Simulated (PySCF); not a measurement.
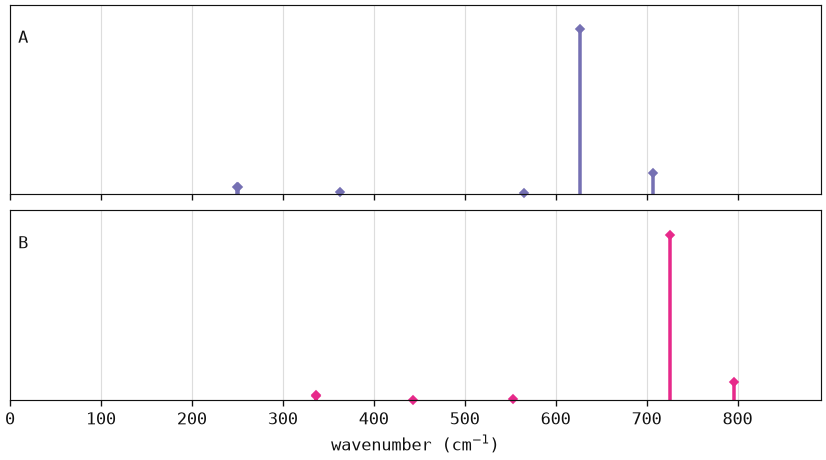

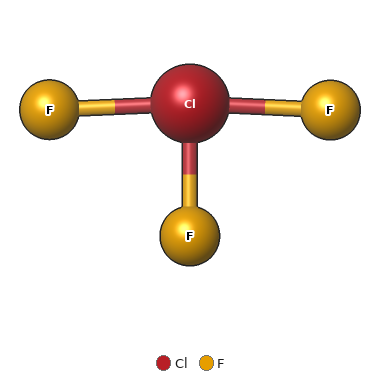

Harmonic infrared lines of ClF₃ and BrF₃, all C2v singlets, each the lowest point that its search found (ClF₃ is drawn); the central atom changes down one group of the periodic table. PBE0/def2-TZVP, PySCF 2.14.0, unscaled, no spin-orbit coupling; each panel is scaled to its strongest line, degenerate modes are one line with their intensities summed, and dots on the axis are modes too weak to show or inactive.

> Which panel belongs to which molecule?

A: BrF₃ (strongest line 626.3 cm⁻¹); B: ClF₃ (strongest line 726.0 cm⁻¹).

> How do the bond length and the stretches change along the series?

Mean bond length: ClF₃ 1.661, BrF₃ 1.780 Å, rising down the group. Highest a1 mode: ClF₃ 797, BrF₃ 707 cm⁻¹, falling down the group.

Caveats, for all or some of the runs: no scalar relativity.
